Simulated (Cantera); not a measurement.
Charge: 1 mol Si, 2.1 mol SF6, 0.32 mol H2, 5 mol F2, held at 53.0 mbar.

Cantera equilibrium calculation (NASA polynomials, part measured and part estimated; ideal gas, pure solids and liquids). Candidate condensed phases: S, Si; 39 gas species. The tables' values for SF5 are old estimates; treat these amounts as uncertain. Rates play no part.

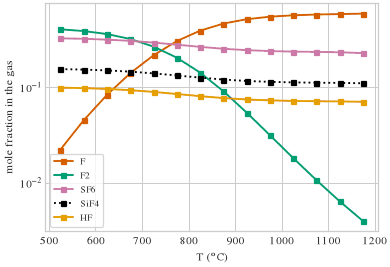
Figure: Equilibrium gas composition (values under 1e-9 drawn at 1e-9)

From 525 °C to 1175 °C nothing is condensed. The main Si-bearing gas is SiF4 throughout.
